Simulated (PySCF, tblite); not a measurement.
# C₇H₃F₃: dynamics, then NMR shifts on frames

How do NMR shifts of C₇H₃F₃ (`C#CC#C/C=C/C(F)(F)F`) change as the atoms move?

Programs: tblite 0.8.0 and PySCF 2.14.0, with density-fitted response routines of our own. Each step states its level of theory. These are calculated values for one molecule in the gas phase, unless marked as measured. Atoms count from 0, in the outputs and in this text.

## Step 1: Starting geometry

13 atoms, charge 0, multiplicity 1; geometry from: GFN2-xTB.

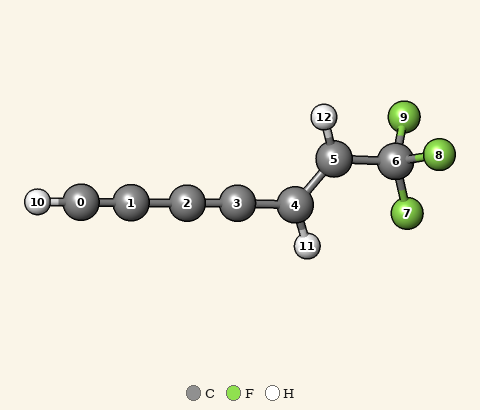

As it starts; carbon grey, fluorine green, hydrogen white, atoms numbered; sticks join atoms by distance.

## Step 2: Dynamics with GFN2-xTB

What the job is given:

```
{"job": {"kind": "md", "xc": "GFN2-xTB", "basis": "xTB", "temperature": 400, "steps": 2000, "every": 50, "frames": 5}, "charge": 0, "multiplicity": 1}
C      4.593591    -0.833698    -0.002669
C      3.418090    -0.576751    -0.080258
C      2.098112    -0.289777    -0.168835
C      0.913749    -0.039056    -0.244368
C     -0.443543     0.276092    -0.353887
C     -1.405104    -0.391849     0.287958
C     -2.848584    -0.040898     0.160532
F     -3.080175     0.985778    -0.669867
F     -3.392475     0.297385     1.346055
F     -3.580280    -1.074891    -0.297913
H      5.615863    -1.056859     0.065290
H     -0.688137     1.109236    -1.002864
H     -1.205494    -1.225474     0.943097
```

Level: GFN2-xTB Langevin dynamics, gas phase.

Launch:

```
$ OMP_NUM_THREADS=1 python probes_run.py task.json out
```

This one command runs all jobs of the session in turn.

Output:

```text
t/fs     T/K      E/eV
    0.0   333.4   -831.71382
   25.0   246.0   -831.47583
   50.0   325.6   -831.41596
   75.0   247.5   -831.33594
  100.0   165.2   -831.20308
  125.0   195.3   -831.10782
  150.0   262.2   -831.21323
  175.0   286.6   -831.26546
  200.0   360.9   -831.26989
  225.0   352.2   -831.19678
  250.0   417.9   -831.39192
  275.0   425.2   -831.29092
  300.0   359.0   -831.31289
  325.0   364.8   -831.25176
  350.0   318.0   -831.15836
  375.0   393.5   -831.19782
  400.0   586.2   -831.35843
  425.0   475.0   -830.93397
  450.0   368.1   -830.79196
  475.0   769.2   -831.16289
  500.0   567.6   -830.95714
  525.0   620.3   -830.99235
  550.0   323.3   -830.59009
  575.0   599.1   -831.06519
  600.0   384.7   -831.09892
  625.0   300.7   -830.86086
  650.0   334.2   -831.11371
  675.0   259.2   -831.16340
  700.0   253.0   -831.10589
  725.0   371.1   -831.28396
  750.0   335.4   -831.25321
  775.0   276.9   -831.20932
  800.0   286.5   -831.26511
  825.0   237.8   -831.09173
  850.0   254.8   -831.12608
  875.0   314.1   -831.21369
  900.0   379.2   -831.36852
  925.0   372.8   -831.16258
  950.0   325.2   -831.16951
  975.0   335.8   -831.33903
 1000.0   431.4   -831.37156
```

Wall time 19 s (1 thread of Arm Neoverse N1, shared host); peak memory 0.18 GiB.

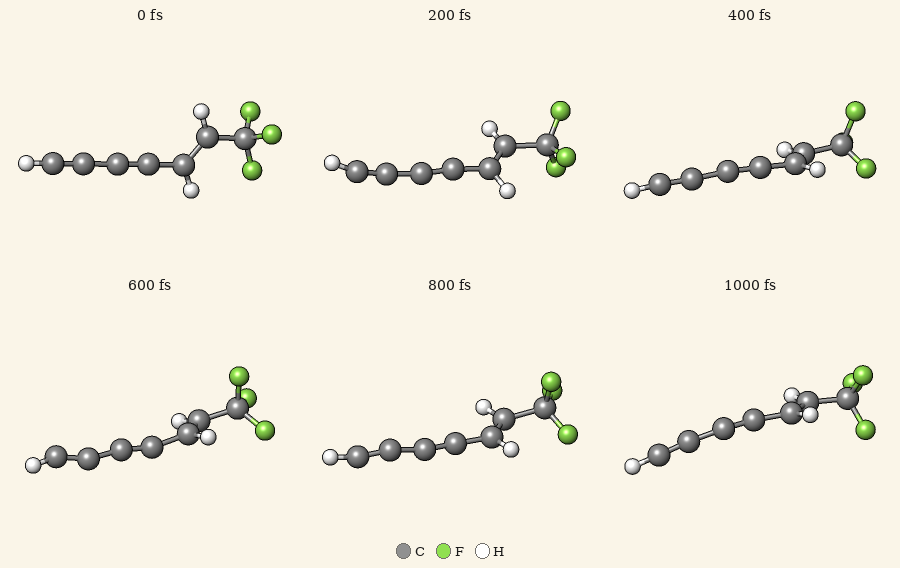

Frames of the run.

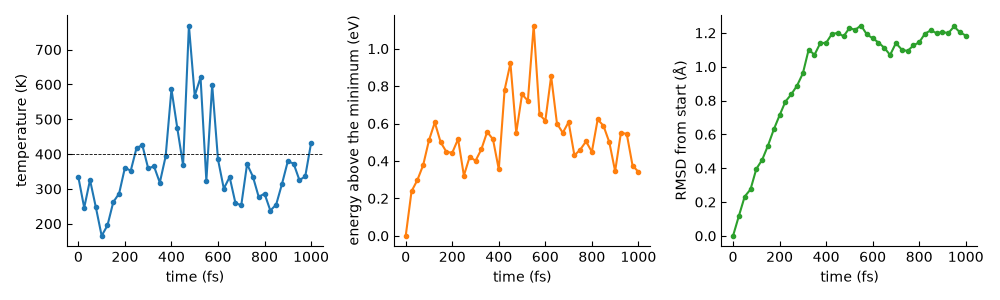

Temperature, potential energy and distance from the start.

Positions (Å) and forces (eV/Å) at 1000 fs:

```xyz
13

C     3.503   -0.743   -0.088    0.803    0.041   -0.361
C     2.375   -0.899    0.275   -0.727   -0.095    0.470
C     1.108   -0.960    0.746    1.966    0.050   -0.602
C    -0.081   -0.991    0.853   -2.317    0.138    0.736
C    -1.413   -0.831    1.237   -1.249   -0.407    0.018
C    -2.472   -1.236    0.506    2.043   -0.489   -0.814
C    -3.859   -0.955    0.867    0.055   -0.976   -1.005
F    -4.626   -1.654   -0.028   -0.414    0.881    0.221
F    -4.134    0.337    0.888   -0.594    0.709   -0.518
F    -4.210   -1.401    2.042   -0.476   -0.617    1.597
H     4.452   -0.653   -0.510    0.292    0.024   -0.036
H    -1.678   -0.397    2.207    0.571    0.173   -0.250
H    -2.363   -1.816   -0.428    0.049    0.568    0.546
```

## Step 3: Nuclear shieldings: 250 fs, PBE0/pcSseg-1

What the job is given:

```
{"job": {"kind": "nmr", "xc": "PBE0", "basis": "pcSseg-1", "pop": false}, "charge": 0, "multiplicity": 1}
C      4.350900    -0.624300     0.086500
C      3.150800    -0.496600     0.218500
C      1.840200    -0.299500     0.366800
C      0.642400    -0.134800     0.303700
C     -0.702400     0.125300     0.360800
C     -1.694600    -0.575100    -0.140500
C     -3.086400    -0.173800     0.025900
F     -3.711700     0.203200    -1.078000
F     -3.253400     0.933600     0.804300
F     -3.907100    -1.158700     0.528700
H      5.311400    -1.105900     0.032500
H     -0.963100     0.983400     0.966800
H     -1.617200    -1.563000    -0.607200
```

With the program's defaults for keys left out, this is: GIAO PBE0/pcSseg-1 NMR shielding, non-relativistic, gas phase.

Output:

```text
coarse grid: 12720 points
cycle   1  E = -567.0351448158  dE =  1.903e+00  |g| = 9.157e-01  |ddm| = 3.858e+00
cycle   2  E = -566.8757925122  dE =  1.594e-01  |g| = 1.382e+00  |ddm| = 1.380e+00
cycle   3  E = -567.1780300488  dE = -3.022e-01  |g| = 1.466e-01  |ddm| = 8.608e-01
cycle   4  E = -567.1810586719  dE = -3.029e-03  |g| = 9.607e-02  |ddm| = 1.869e-01
cycle   5  E = -567.1833100237  dE = -2.251e-03  |g| = 3.192e-02  |ddm| = 9.025e-02
cycle   6  E = -567.1835393127  dE = -2.293e-04  |g| = 9.940e-03  |ddm| = 2.929e-02
cycle   7  E = -567.1835632326  dE = -2.392e-05  |g| = 2.365e-03  |ddm| = 9.609e-03
cycle   8  E = -567.1835642907  dE = -1.058e-06  |g| = 1.283e-03  |ddm| = 2.737e-03
final grid: 129384 points
cycle   9  E = -567.2660306928  dE = -4.586e-05  |g| = 7.071e-03  |ddm| = 9.177e-02
cycle  10  E = -567.2660104545  dE =  2.024e-05  |g| = 1.169e-02  |ddm| = 1.534e-02
cycle  11  E = -567.2660403397  dE = -2.989e-05  |g| = 2.776e-03  |ddm| = 9.463e-03
cycle  12  E = -567.2660423645  dE = -2.025e-06  |g| = 7.360e-04  |ddm| = 2.545e-03
cycle  13  E = -567.2660424887  dE = -1.241e-07  |g| = 1.887e-04  |ddm| = 6.763e-04
cycle  14  E = -567.2660424953  dE = -6.604e-09  |g| = 9.331e-05  |ddm| = 2.138e-04
cycle  15  E = -567.2660424972  dE = -1.956e-09  |g| = 2.319e-05  |ddm| = 8.055e-05
cycle  16  E = -567.2660424973  dE = -9.118e-11  |g| = 1.280e-05  |ddm| = 2.463e-05
converged SCF energy = -567.2660424973

GIAO shielding tensors (ppm)
atom      isotropic    diamagn.    paramagn.     s11        s22        s33       span
  0 C       93.460     267.704    -174.244     18.001     35.848    226.531    208.530
  1 C      108.144     252.828    -144.684     13.315     18.688    292.428    279.112
  2 C       87.021     249.562    -162.542     34.881     35.431    190.749    155.867
  3 C      114.833     251.781    -136.948     12.012     16.441    316.046    304.034
  4 C       63.666     261.507    -197.841    -40.359     61.918    169.439    209.799
  5 C       53.677     254.876    -201.199    -59.663     73.602    147.093    206.756
  6 C       52.251     238.979    -186.728     47.417     54.206     55.130      7.713
  7 F      239.021     468.476    -229.455    157.007    243.513    316.543    159.536
  8 F      255.222     475.638    -220.416    153.654    256.629    355.383    201.728
  9 F      229.219     468.933    -239.715    133.863    206.581    347.212    213.349
 10 H       27.962      31.545      -3.583     23.441     24.137     36.308     12.867
 11 H       25.121      31.020      -5.899     20.708     24.025     30.629      9.921
 12 H       25.486      29.798      -4.312     23.440     24.341     28.676      5.236
```

It took 42 s on 1 thread of Arm Neoverse N1, shared host; peak memory 0.84 GiB.

Shifts follow as δ = σ(reference) − σ, with reference shieldings (ppm) from runs at the same level and on the same kind of geometry: ¹H TMS 31.72, ¹³C TMS 186.9, ¹⁹F CFCl3 170.9. The references are single molecules in the gas phase, so shifts against H2O, NH3, PH3, H3PO4 or CFCl3 are not on the usual liquid scales and can be off by tens of ppm. Each atom is listed at this fixed geometry, with no averaging over motion; a spectrum would average atoms that exchange fast.

| atoms | environment | σ (ppm) | δ (ppm) |
| --- | --- | --- | --- |
| C6 | CF3 carbon | 52.3 | 134.7 |
| C5 | alkene CH | 53.7 | 133.2 |
| C4 | alkene CH | 63.7 | 123.3 |
| C2 | alkyne carbon | 87.0 | 99.9 |
| C0 | terminal alkyne carbon | 93.5 | 93.5 |
| C1 | alkyne carbon | 108.1 | 78.8 |
| C3 | alkyne carbon | 114.8 | 72.1 |
| H11 | hydrogen on an alkene CH | 25.12 | 6.60 |
| H12 | hydrogen on an alkene CH | 25.49 | 6.23 |
| H10 | hydrogen on a terminal alkyne carbon | 27.96 | 3.76 |
| F9 | fluorine of a CF3 group | 229.2 | -58.3 |
| F7 | fluorine of a CF3 group | 239.0 | -68.1 |
| F8 | fluorine of a CF3 group | 255.2 | -84.3 |

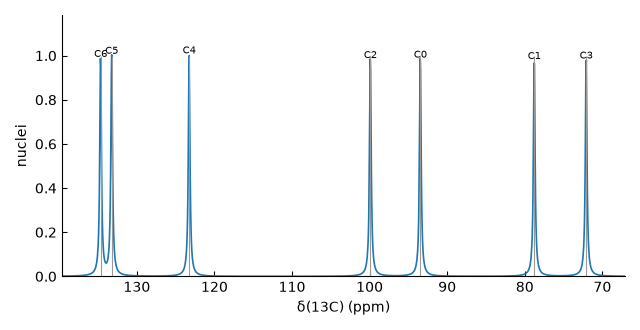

¹³C lines at the computed shifts, without couplings. Lines are broadened to a width of 0.25 ppm (Lorentzian).

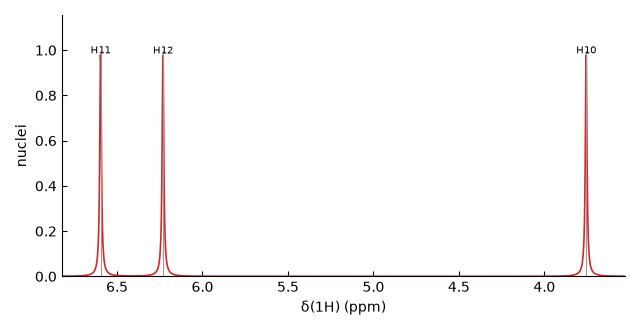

¹H lines at the computed shifts, without couplings. Lines are broadened to a width of 0.01 ppm (Lorentzian).

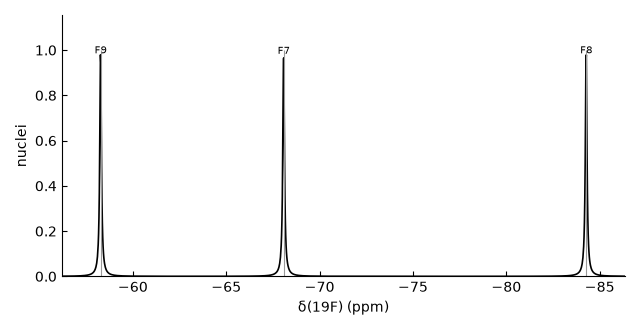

¹⁹F lines at the computed shifts, without couplings. Lines are broadened to a width of 0.10 ppm (Lorentzian).

## Step 4: Nuclear shieldings: 425 fs, PBE0/pcSseg-1

What the job is given:

```
{"job": {"kind": "nmr", "xc": "PBE0", "basis": "pcSseg-1", "pop": false}, "charge": 0, "multiplicity": 1}
C      3.964300    -0.500500     0.251200
C      2.897600    -0.786500     0.741900
C      1.507900    -0.456600     0.867500
C      0.307800    -0.307100     0.849800
C     -1.075400    -0.207600     1.060900
C     -1.928700    -0.633100     0.113500
C     -3.431200    -0.552400     0.162600
F     -4.060700    -0.996700    -0.996300
F     -4.007200     0.587100     0.613400
F     -3.769100    -1.490600     1.103900
H      5.015600    -0.593500     0.211500
H     -1.309100     0.356900     2.022800
H     -1.520600    -0.979500    -0.828300
```

Level: GIAO PBE0/pcSseg-1 NMR shielding, non-relativistic, gas phase.

Output:

```text
coarse grid: 12720 points
cycle   1  E = -567.0010239051  dE =  1.606e+00  |g| = 9.370e-01  |ddm| = 3.722e+00
cycle   2  E = -566.8186727568  dE =  1.824e-01  |g| = 1.459e+00  |ddm| = 1.350e+00
cycle   3  E = -567.1557718571  dE = -3.371e-01  |g| = 1.181e-01  |ddm| = 8.392e-01
cycle   4  E = -567.1574724698  dE = -1.701e-03  |g| = 8.168e-02  |ddm| = 1.538e-01
cycle   5  E = -567.1590923013  dE = -1.620e-03  |g| = 2.295e-02  |ddm| = 7.554e-02
cycle   6  E = -567.1592068099  dE = -1.145e-04  |g| = 9.558e-03  |ddm| = 2.301e-02
cycle   7  E = -567.1592285952  dE = -2.179e-05  |g| = 2.430e-03  |ddm| = 7.748e-03
cycle   8  E = -567.1592300006  dE = -1.405e-06  |g| = 5.275e-04  |ddm| = 2.333e-03
final grid: 129384 points
cycle   9  E = -567.2408817476  dE = -4.172e-05  |g| = 7.199e-03  |ddm| = 5.875e-02
cycle  10  E = -567.2408747936  dE =  6.954e-06  |g| = 1.008e-02  |ddm| = 1.271e-02
cycle  11  E = -567.2408920859  dE = -1.729e-05  |g| = 1.445e-03  |ddm| = 6.849e-03
cycle  12  E = -567.2408924710  dE = -3.850e-07  |g| = 8.252e-04  |ddm| = 1.725e-03
cycle  13  E = -567.2408926351  dE = -1.642e-07  |g| = 1.901e-04  |ddm| = 6.270e-04
cycle  14  E = -567.2408926413  dE = -6.169e-09  |g| = 8.836e-05  |ddm| = 1.681e-04
cycle  15  E = -567.2408926432  dE = -1.877e-09  |g| = 1.846e-05  |ddm| = 7.400e-05
cycle  16  E = -567.2408926432  dE = -6.571e-11  |g| = 9.860e-06  |ddm| = 1.990e-05
converged SCF energy = -567.2408926432

GIAO shielding tensors (ppm)
atom      isotropic    diamagn.    paramagn.     s11        s22        s33       span
  0 C       90.893     260.039    -169.146      4.702     25.779    242.198    237.495
  1 C      104.508     272.938    -168.430      5.858     19.805    287.861    282.003
  2 C       87.733     256.311    -168.578     30.194     32.213    200.792    170.597
  3 C      107.214     255.216    -148.002     10.214     13.746    297.682    287.467
  4 C       57.856     260.377    -202.521    -46.035     57.729    161.873    207.907
  5 C       43.278     257.244    -213.966    -70.037     65.890    133.981    204.018
  6 C       46.708     244.332    -197.623     40.322     42.943     56.859     16.537
  7 F      229.099     470.288    -241.190    140.460    189.342    357.494    217.034
  8 F      236.953     471.735    -234.782    155.952    220.874    334.032    178.080
  9 F      204.620     470.861    -266.241    114.281    186.191    313.388    199.107
 10 H       29.434      30.010      -0.575     24.607     24.835     38.861     14.253
 11 H       24.102      28.379      -4.277     20.597     24.215     27.495      6.898
 12 H       24.922      32.873      -7.951     22.087     23.121     29.557      7.471
```

Wall time 41 s (1 thread of Arm Neoverse N1, shared host); peak memory 0.83 GiB.

Key values: δ C5 143.6, C6 140.2, C4 129.1, C2 99.2, H11 7.61, H12 6.80 ppm.

(Part 1 of 2 ends here.)
